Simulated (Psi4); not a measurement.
Single-point calculation, with input and output: CH5FOSn

- system: CH5FOSn
- method: B3LYP/def2-SVP, RKS, core potentials def2 (Psi4 1.11)

The geometry comes from this level: PBE0-D4/def2-TZVP.

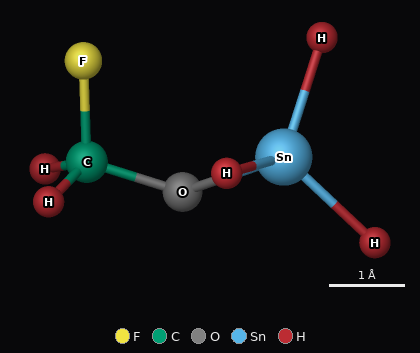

**Figure 1.** The structure (ball-and-stick view, seen at a tilt). Sticks mark near contacts.

The input (input.inp):
```
memory 1.6 GB

molecule m {
  F     -1.12778855     3.31495757     0.05952637
  C     -2.44058129     1.06977396     0.52496592
  O     -1.39083843    -0.87569909    -0.76533908
  Sn     2.34193759    -1.32564288    -0.60414544
  H     -2.37878725     0.82014114     2.58760198
  H     -4.38246386     1.36929555    -0.12491090
  H      3.19382612    -0.73756011     2.44681739
  H      2.66035644    -4.40892002    -1.44620740
  H      3.69157998     0.68615956    -2.71062315
  units bohr
  symmetry c1
}

set {
  basis                def2-SVP
  puream               true
  scf_type             pk
  dft_radial_points    99
  dft_spherical_points 590
}

result, w = energy('b3lyp', return_wfn=True)
```

Run as:
```bash
psi4 -i input.inp -o input.out -n 1
```

Log:
```
Psi4 1.11 release

   => Loading Basis Set <=

    Name: DEF2-SVP
    Role: ORBITAL
    Keyword: BASIS

    !!!  WARNING: ECP capability is in beta. Please check occupations closely.  !!!

         ---------------------------------------------------------
                                   SCF
                              RKS Reference
                        1 Threads,   1525 MiB Core
         ---------------------------------------------------------

  ==> Geometry <==

    Molecular point group: c1
    Full point group: C1

    Geometry (in Bohr), charge = 0, multiplicity = 1:

       Center              X                  Y                   Z               Mass
    ------------   -----------------  -----------------  -----------------  -----------------
         F           -2.352964982549     3.893239498160     0.504409582020    18.998403162730
         C           -3.665757722549     1.648055888160     0.969849132020    12.000000000000
         O           -2.616014862549    -0.297417161840    -0.320455867980    15.994914619570
         SN           1.116761157451    -0.747360951840    -0.159262227980   119.902201630000
         H           -3.603963682549     1.398423068160     3.032485192020     1.007825032230
         H           -5.607640292549     1.947577478160     0.319972312020     1.007825032230
         H            1.968649687451    -0.159278181840     2.891700602020     1.007825032230
         H            1.435180007451    -3.830638091840    -1.001324187980     1.007825032230
         H            2.466403547451     1.264441488160    -2.265739937980     1.007825032230

  Running in c1 symmetry.

  Rotational constants: A =      0.37165  B =      0.06657  C =      0.05958 [cm^-1]
  Rotational constants: A =  11141.87526  B =   1995.82999  C =   1786.29513 [MHz]
  Nuclear repulsion =  215.208411500550653

  Charge       = 0
  Multiplicity = 1
  Electrons    = 50
  Nalpha       = 25
  Nbeta        = 25

  ==> Algorithm <==

  SCF Algorithm Type is PK.
  DIIS enabled.
  MOM disabled.
  Fractional occupation disabled.
  Guess Type is SAD.
  Energy threshold   = 1.00e-06
  Density threshold  = 1.00e-06
  Integral threshold = 1.00e-12

  ==> Primary Basis <==

  Basis Set: DEF2-SVP
    Blend: DEF2-SVP
    Number of shells: 43
    Number of basis functions: 93
    Number of Cartesian functions: 98
    Spherical Harmonics?: true
    Max angular momentum: 2

  Core potential: DEF2-SVP
    Number of shells: 4
    Number of ECP primitives: 18
    Number of ECP core electrons: 28
    Max angular momentum: 3

  ==> DFT Potential <==

   => LibXC <=

    Version 7.1.2

   => Composite Functional: B3LYP <=

    B3LYP Hyb-GGA Exchange-Correlation Functional

    Deriv               =              1
    GGA                 =           TRUE
    Meta                =          FALSE

    Exchange Hybrid     =           TRUE
    MP2 Hybrid          =          FALSE

   => Exchange Functionals <=

    0.0800   Slater exchange
    0.7200         Becke 88

   => Exact (HF) Exchange <=

    0.2000               HF

   => Correlation Functionals <=

    0.1900   Vosko, Wilk & Nusair (VWN5_RPA)
    0.8100   Lee, Yang & Parr

   => LibXC Density Thresholds  <==

    XC_HYB_GGA_XC_B3LYP:  1.00E-15

   => Molecular Quadrature <=

    Radial Scheme          =       TREUTLER
    Pruning Scheme         =           NONE
    Nuclear Scheme         =       TREUTLER

    Blocking Scheme        =         OCTREE
    BS radius alpha        =              1
    Pruning alpha          =              1
    Radial Points          =             99
    Spherical Points       =            590
    Total Points           =         498781
    Total Blocks           =           3535
    Max Points             =            256
    Max Functions          =             92
    Weights Tolerance      =       1.00E-15

  ==> Integral Setup <==

  Using in-core PK algorithm.
   Calculation information:
      Number of atoms:                   9
      Number of AO shells:              43
      Number of primitives:             84
      Number of atomic orbitals:        98
      Number of basis functions:        93

      Integral cutoff                 1.00e-12
      Number of threads:                 1

  Performing in-core PK
  Using 19110012 doubles for integral storage.
  We computed 414525 shell quartets total.
  Whereas there are 447931 unique shell quartets.

  ==> DiskJK: Disk-Based J/K Matrices <==

    J tasked:                  Yes
    K tasked:                  Yes
    wK tasked:                  No
    Memory [MiB]:              570
    Schwarz Cutoff:          1E-12

  Cached 50.0% of DFT collocation blocks in 0.507 [GiB].

  Minimum eigenvalue in the overlap matrix is 9.8273520414E-03.
  Reciprocal condition number of the overlap matrix is 2.0284422007E-03.
    Using symmetric orthogonalization.

  ==> Pre-Iterations <==

  SCF Guess: Superposition of Atomic Densities via on-the-fly atomic UHF (no occupation information).

   -------------------------
    Irrep   Nso     Nmo
   -------------------------
     A         93      93
   -------------------------
    Total      93      93
   -------------------------

  ==> Iterations <==

                        Total Energy        Delta E     RMS |[F,P]|

   @RKS iter SAD:  -428.74193166773199   -4.28742e+02   0.00000e+00
   @RKS iter   1:  -430.16459713177341   -1.42267e+00   7.19503e-03 ADIIS/DIIS
   @RKS iter   2:  -429.71046729770478    4.54130e-01   1.31999e-02 ADIIS/DIIS
   @RKS iter   3:  -430.34582592541227   -6.35359e-01   1.79656e-03 ADIIS/DIIS
   @RKS iter   4:  -430.35576164786937   -9.93572e-03   6.89708e-04 ADIIS/DIIS
   @RKS iter   5:  -430.35698799845102   -1.22635e-03   2.30221e-04 ADIIS/DIIS
   @RKS iter   6:  -430.35713539767028   -1.47399e-04   4.72399e-05 DIIS
   @RKS iter   7:  -430.35714425414068   -8.85647e-06   1.06900e-05 DIIS
   @RKS iter   8:  -430.35714465287566   -3.98735e-07   2.33695e-06 DIIS
   @RKS iter   9:  -430.35714467740883   -2.45332e-08   2.40027e-07 DIIS
  Energy and wave function converged.

  ==> Post-Iterations <==

   Electrons on quadrature grid:
      Ntotal   =   49.9999977497 ; deviation = -2.250e-06

    Orbital Energies [Eh]
    ---------------------

    Doubly Occupied:

       1A    -24.662069     2A    -19.127714     3A    -10.300903
       4A     -5.120058     5A     -3.463311     6A     -3.460064
       7A     -3.459513     8A     -1.169305     9A     -1.062158
      10A     -1.045467    11A     -1.044705    12A     -1.041137
      13A     -1.040921    14A     -0.976955    15A     -0.655242
      16A     -0.545643    17A     -0.501687    18A     -0.498023
      19A     -0.463471    20A     -0.374360    21A     -0.371202
      22A     -0.347043    23A     -0.341950    24A     -0.311193
      25A     -0.278328

    Virtual:

      26A     -0.015136    27A      0.008319    28A      0.043679
      29A      0.051056    30A      0.089695    31A      0.129930
      32A      0.148305    33A      0.168830    34A      0.204552
      35A      0.206654    36A      0.248753    37A      0.271413
      38A      0.329796    39A      0.341832    40A      0.431517
      41A      0.438035    42A      0.473092    43A      0.497629
      44A      0.515646    45A      0.590458    46A      0.616056
      47A      0.628387    48A      0.649339    49A      0.716510
      50A      0.727124    51A      0.798670    52A      0.996354
      53A      1.028723    54A      1.132371    55A      1.178489
      56A      1.239932    57A      1.352112    58A      1.360326
      59A      1.374758    60A      1.401297    61A      1.480475
      62A      1.527141    63A      1.548967    64A      1.614556
      65A      1.630039    66A      1.644794    67A      1.703782
      68A      1.741526    69A      1.766845    70A      1.832016
      71A      1.844862    72A      1.901127    73A      1.937130
      74A      1.950572    75A      2.026200    76A      2.122946
      77A      2.277885    78A      2.633935    79A      2.664715
      80A      2.761714    81A      2.848485    82A      2.897437
      83A      3.023248    84A      3.115876    85A      3.161242
      86A      3.301895    87A      3.347897    88A      3.463304
      89A      3.758249    90A     14.853353    91A     14.917947
      92A     15.235842    93A     51.747882

    Final Occupation by Irrep:
              A
    DOCC [    25 ]
    NA   [    25 ]
    NB   [    25 ]

  @RKS Final Energy:  -430.35714467740883

   => Energetics <=

    Nuclear Repulsion Energy =            215.2084115005506533
    One-Electron Energy =               -1102.1500397172690100
    Two-Electron Energy =                 492.6160201242834660
    DFT Exchange-Correlation Energy =     -36.0315365849740061
    Empirical Dispersion Energy =           0.0000000000000000
    VV10 Nonlocal Energy =                  0.0000000000000000
    Total Energy =                       -430.3571446774088258

Computation Completed

Properties will be evaluated at   0.000000,   0.000000,   0.000000 [a0]

Properties computed using the SCF density matrix

 Multipole Moments:

 ------------------------------------------------------------------------------------
     Multipole            Electronic (a.u.)      Nuclear  (a.u.)        Total (a.u.)
 ------------------------------------------------------------------------------------

 L = 1.  Multiply by 2.5417464519 to convert [e a0] to [Debye]
 Dipole X            :         43.2874628          -42.8719753            0.4154875
 Dipole Y            :        -27.1141970           26.7267383           -0.3874587
 Dipole Z            :         -6.9886873            7.2684591            0.2797718
 Magnitude           :                                                    0.6332664

 ------------------------------------------------------------------------------------

	total time  =         10 seconds =       0.17 minutes

    Psi4 run time: 0:00:10.38
```

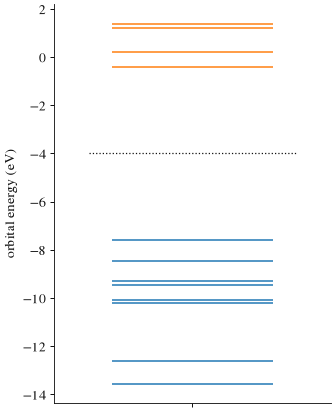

**Figure 2.** Orbital energies near the frontier; the dotted line parts filled from empty levels, and levels within 0.02 eV of each other stand side by side. Highest filled −7.57 eV, lowest empty −0.41 eV, 7.16 eV apart.

Summary:

- outcome: converged
- total energy: −430.357145 hartree
- basis functions: 93
- HOMO: −7.57 eV
- LUMO: −0.41 eV
- dipole moment: 1.61 D
- hardware: 1 thread of Intel Xeon (Granite Rapids), 64 GiB of memory available, shared host
- wall time: 11 s
- peak memory: 0.91 GiB
